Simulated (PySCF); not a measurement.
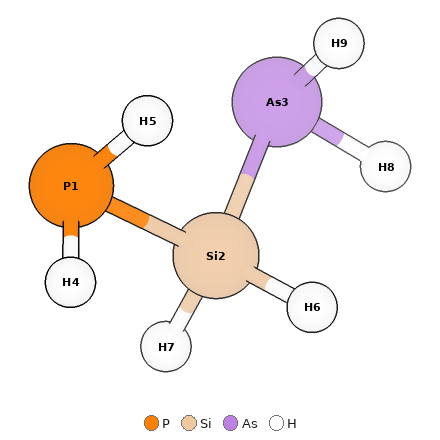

SiAsPH₆, SMILES P[SiH2][AsH2]. Vertical core-electron binding energies by ΔSCF (PBE0, pcX-2 on the ionised atom, pcseg-1 elsewhere, spin-free X2C; PySCF, at a PBE0-D3(BJ)/def2-SVP geometry (no frequency check)), gas phase, against the vacuum level. One atom of each kind was ionised; within a panel, areas follow the number of like atoms and 2j + 1 (2p levels are split by first-order spin-orbit coupling, an approximation), each panel is scaled alone, Gaussians of 1.0 eV full width. Only the regions named are shown. Lines closer than the width merge in the curve.

### Predict the Si 2p, P 2p and Si 1s photoelectron lines.

```tsv
level	atoms	binding energy (eV)
Si 2p1/2	Si2	107.0
Si 2p3/2	Si2	106.3
P 2p1/2	P1	136.8
P 2p3/2	P1	135.9
Si 1s	Si2	1844.2
```

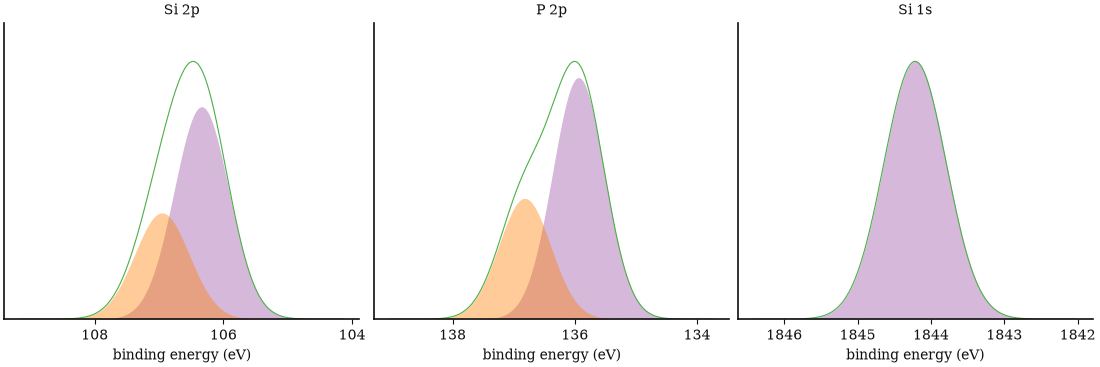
